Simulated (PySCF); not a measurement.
RuNH₄: frequency calculation

System: RuNH₄, multiplicity 2.
Method: UKS-based PBE0, Ru def2-TZVP with ECP28, N def2-TZVP, H def2-TZVP; non-relativistic Hamiltonian with a scalar-relativistic core potential; density fitting (PySCF 2.14.0).

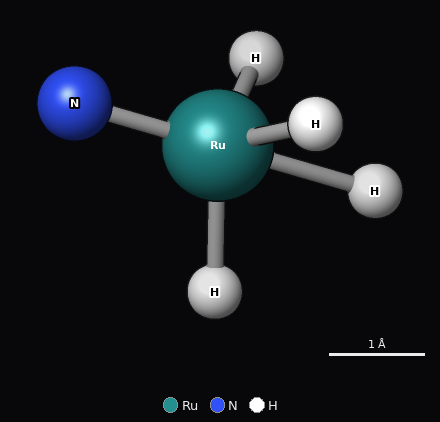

Fig. 1: The input geometry (ball-and-stick view, seen at a tilt). Sticks mark near contacts.

**Input file**
```python
from pyscf import gto, scf, dft
mol = gto.M(atom='''
Ru    -0.000000     0.000000     0.164422
N      0.000000    -0.000000    -1.484577
H     -0.000000     0.000000     1.979462
H      1.517038     0.000000     0.677483
H     -0.758519     1.313793     0.677483
H     -0.758519    -1.313793     0.677483''',
    basis={'Ru': 'def2-TZVP', 'N': 'def2-TZVP', 'H': 'def2-TZVP'},
    ecp={'Ru': 'def2-TZVP'},
    charge=0, spin=1)
mf = dft.UKS(mol, xc='PBE0')
mf.grids.atom_grid = (75, 302)
aux = {'Ru': 'def2-universal-JKFIT', 'N': 'def2-universal-JKFIT', 'H': 'def2-universal-JKFIT'}
mf = mf.density_fit(auxbasis=aux)
mf.conv_tol = 1e-09
mf.diis_space = 10
mf.max_cycle = 60
mf.verbose = 4
mf.kernel()
```

The script is an equivalent of the set-up of the self-consistent field. The run itself was carried out by a driver, which started from the orbitals of the step before it where there was one and computed the further properties.

Hardware: 4 threads of Arm Neoverse V1, 24 GiB of memory available, shared host.

Run as:
```bash
OMP_NUM_THREADS=4 python axn.py task.json out
```

**The program's output**
```
init E= -151.799813535996
  alpha nocc = 14  HOMO = -0.277359182001117  LUMO = -0.151162398375173
  beta  nocc = 13  HOMO = -0.307104651016475  LUMO = -0.151162752774248
  HOMO = -0.277359182001  LUMO = -0.151162752774  gap/eV = 3.43398
cycle= 1 E= -151.799813535985  delta_E= 1.03e-11  |g|= 5.62e-06  |ddm|= 3.36e-06
  alpha nocc = 14  HOMO = -0.277359444252327  LUMO = -0.151163276753836
  beta  nocc = 13  HOMO = -0.307104421533879  LUMO = -0.15116362929185
  HOMO = -0.277359444252  LUMO = -0.151163629292  gap/eV = 3.43396
Extra cycle  E= -151.799813535773  delta_E= 2.12e-10  |g|= 2.42e-05  |ddm|= 1.3e-05
converged SCF energy = -151.799813535773  <S^2> = 1.7913527  2S+1 = 2.8575183
```

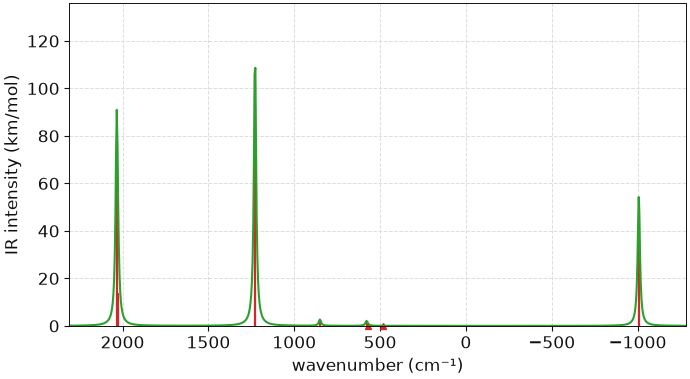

Fig. 2: Harmonic infrared spectrum, unscaled: sticks (degenerate modes added up, dark ones marked on the axis) with a Lorentzian envelope of 16 cm⁻¹ full width, scaled to the tallest stick; imaginary modes are drawn at negative wavenumbers. 12 modes from 1007i to 2034 cm⁻¹, 2 imaginary beyond 8i (1007i, 1007i cm⁻¹): not a minimum. The strongest line is at 1228 cm⁻¹ (109 km/mol). All modes, in cm⁻¹ (km/mol): 1007i (26), 1007i (26), 484 (0.0), 484 (0.0), 569 (0.0), 579 (1.0), 579 (1.0), 850 (2.5), 1228 (109), 2028 (13.7), 2034 (39), 2034 (39).

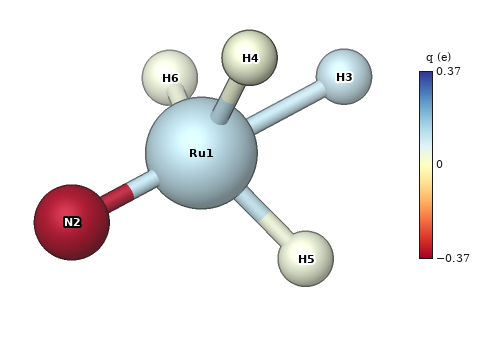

Fig. 3: Mulliken charges, as the colour of each atom (ball-and-stick view, seen at a tilt; atoms are numbered from 1 in the order of the input). By element: Ru +0.13, N −0.35 and H +0.03 to +0.12 e.

**Results in brief**

```csv
quantity,value
outcome,converged
total energy,−151.799814 hartree
⟨S²⟩,1.791
zero-point energy,0.024762 hartree
dipole moment,1.25 D
"wavenumbers, lowest and highest",1007i and 2034 cm⁻¹
wall time,53 s (CPU time 2.7 min)
peak memory,1.4 GiB
```

Checks after the run noted: spin contamination. ⟨S²⟩ is 1.79 against 0.75 for a pure state: the solution is spin-contaminated.
